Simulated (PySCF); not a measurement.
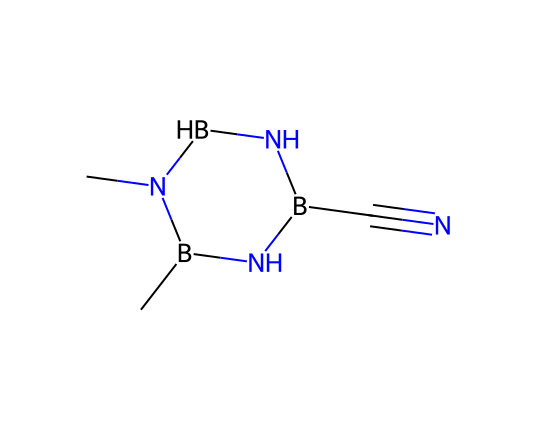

Skeletal drawing of a molecule.

> Transcribe the drawing into SMILES.

CB1NB(C#N)NBN1C

> What is the molecular formula?

C3H9B3N4.

> An optimisation with GFN2-xTB gave a structure of which point group?

Cs.

More results for the same structure follow; atom numbers are the same in all pictures, views and colours differ. The computed structure is the end point of a GFN2-xTB optimisation. No frequency run is at hand to confirm it as a minimum.

**Geometry**

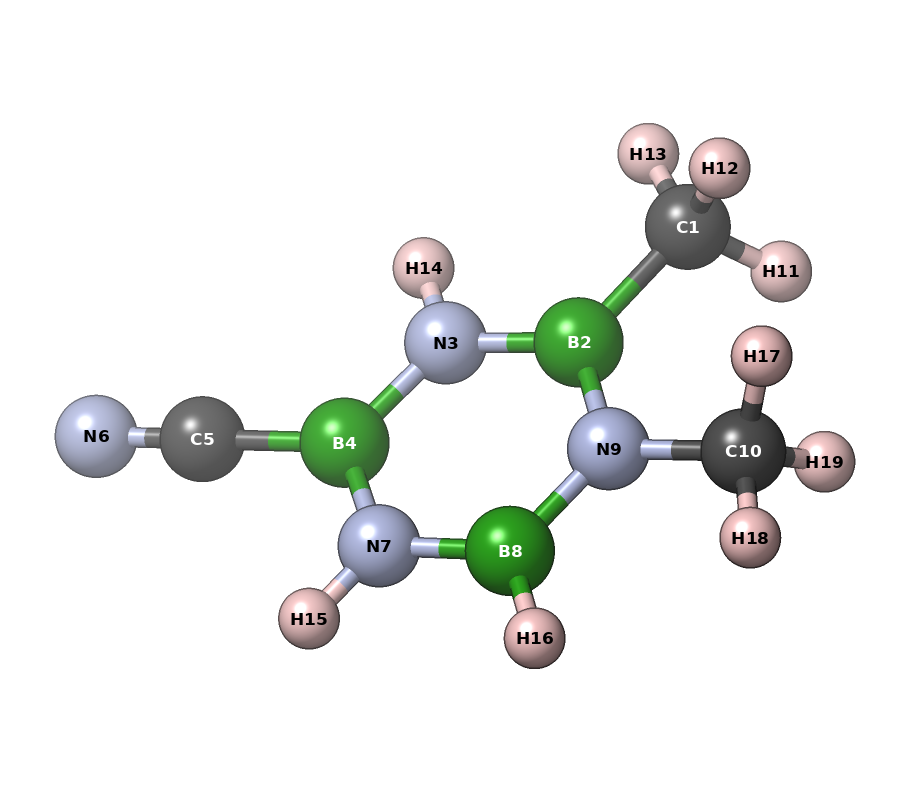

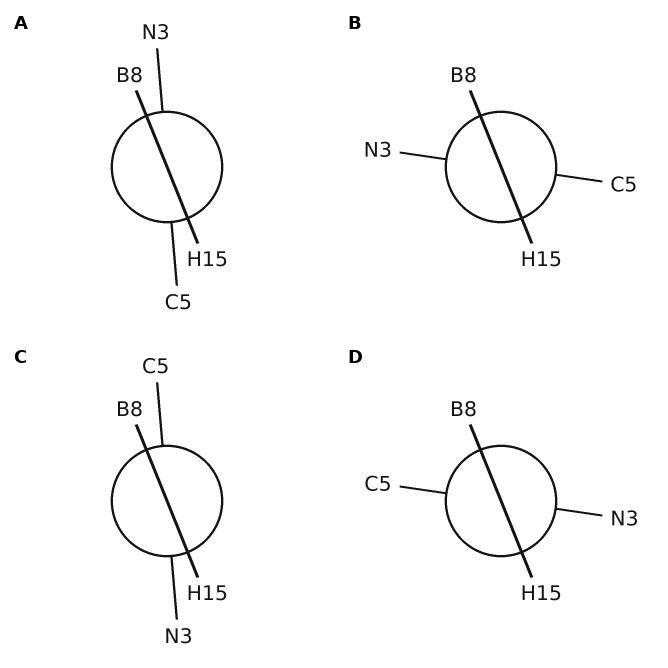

Distant atoms are faded towards the background colour. Bonds that would overlap in a projection are set slightly apart. No frequency run is at hand to confirm it as a minimum.

> Which Newman projection shows the view along N7–B4, with N7 in front?

A. The torsion angle B8–N7–B4–N3 is 0°, synperiplanar (eclipsed).

**Quadrupole coupling**

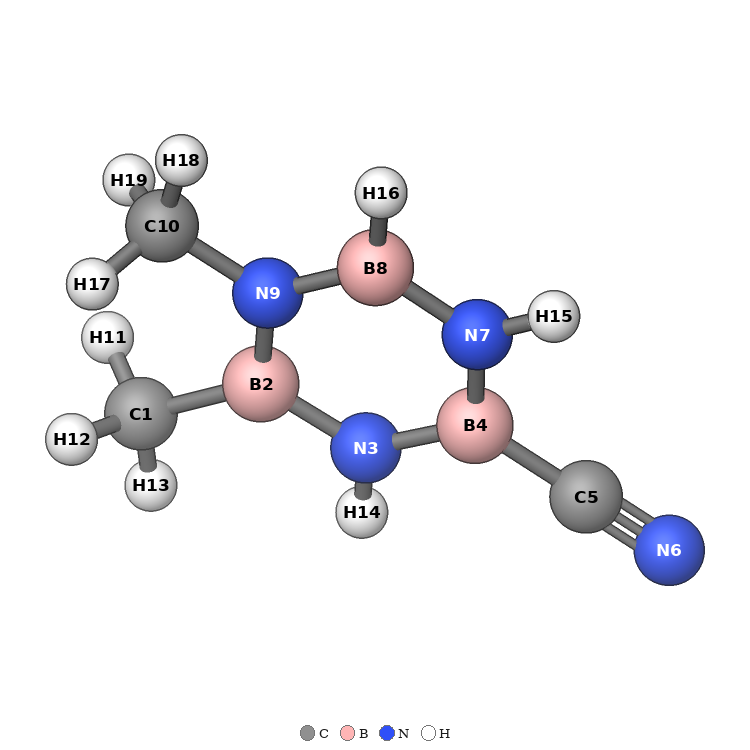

No frequency run is at hand to confirm it as a minimum. Electric field gradients from the ground-state density, PBE0/pcSseg-1 (PySCF 2.14.0), non-relativistic apart from any core potentials.

Give the largest field-gradient component, the quadrupole coupling constant and the asymmetry for 11B at B2 (Q = 40.59 mb), 14N at N3 (Q = 20.44 mb), 11B at B4 (Q = 40.59 mb), 14N at N6 (Q = 20.44 mb), 14N at N7 (Q = 20.44 mb), 11B at B8 (Q = 40.59 mb), 14N at N9 (Q = 20.44 mb), 2H at H11 (Q = 2.86 mb), 2H at H13 (Q = 2.86 mb).

```tsv
atom	V_zz (a.u.)	e²qQ/h (MHz)	η
B2	0.369	3.52	0.17
N3	0.360	1.73	0.46
B4	0.313	2.98	0.33
N6	−1.127	−5.41	0.10
N7	0.351	1.69	0.47
B8	0.368	3.51	0.14
N9	0.469	2.25	0.26
H11	0.321	0.216	0.02
H13	0.321	0.216	0.00
```

**Electronic properties**

No frequency run is at hand to confirm it as a minimum. Properties computed with PBE0/pcSseg-1, gas phase (PySCF 2.14.0).

> Estimate the LUMO energy (Kohn–Sham orbital).

−1.00 eV.

> Give the HOMO energy (Kohn–Sham orbital) at this level.

−7.93 eV.

> Give the dipole moment at this level.

4.21 D.

**Bond orders**

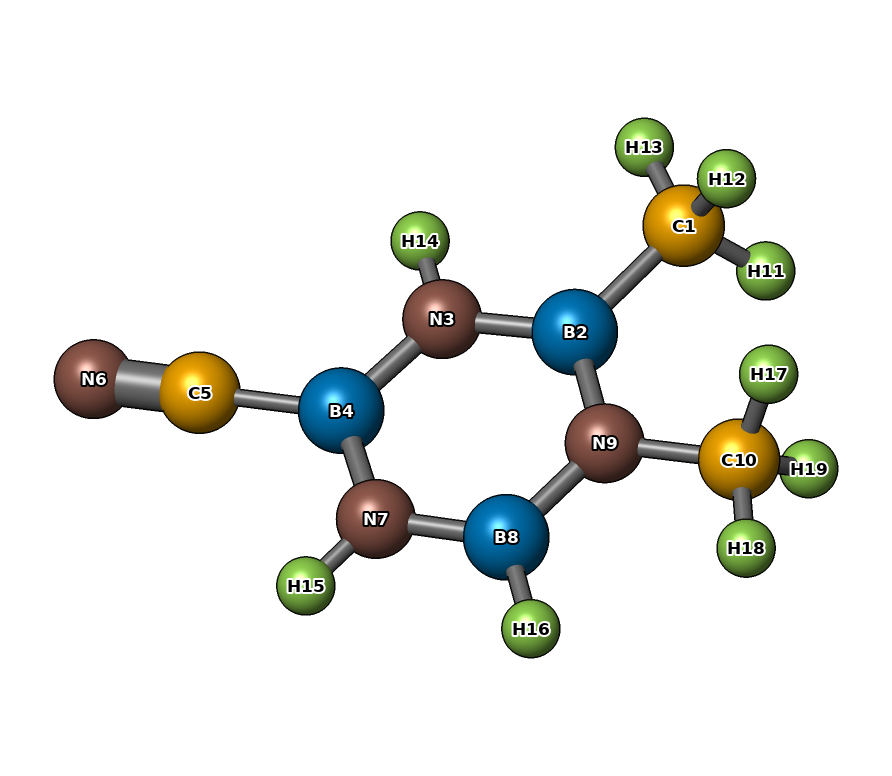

The thickness of each stick grows with its Mayer bond order. No frequency run is at hand to confirm it as a minimum. Level of theory: PBE0/pcSseg-1 (PySCF 2.14.0).

> Which bond between heavy atoms has the highest Mayer bond order?

C5–N6, 2.91, at a length of 1.148 Å.

List the Mayer bond orders of C1–B2, B2–N3, B2–N9, N3–B4, B4–C5, B4–N7, C5–N6, N7–B8, B8–N9, N9–C10 (bonds between heavy atoms, one of each equivalent set).

```tsv
bond	Mayer order	length (Å)
C1–B2	1.01	1.590
B2–N3	1.12	1.423
B2–N9	1.09	1.428
N3–B4	1.18	1.413
B4–C5	0.89	1.535
B4–N7	1.18	1.413
C5–N6	2.91	1.148
N7–B8	1.13	1.420
B8–N9	1.15	1.418
N9–C10	0.95	1.454
```

**NMR shielding**

The questions are on isotropic NMR shieldings of the H atoms. No frequency run is at hand to confirm it as a minimum. Method: GIAO PBE0/pcSseg-1 NMR shielding, non-relativistic, gas phase (PySCF 2.14.0).

> Which H atom is the most shielded (lowest chemical shift)?

H13 (31.45 ppm).

> Which H atom is the least shielded (highest chemical shift)?

H14 (25.76 ppm).

> How wide is the range of H shifts?

5.69 ppm.

Give the isotropic NMR shieldings of the H atoms atom by atom.

```tsv
atom	σ (ppm)
H11	31.04
H12	31.04
H13	31.45
H14	25.76
H15	25.77
H16	26.96
H17	28.48
H18	28.40
H19	28.48
```

The geometry is semi-empirical. Around B such bond lengths and angles can be off by a tenth of an ångström or more and by several degrees, and values that hang on the shape move with them.
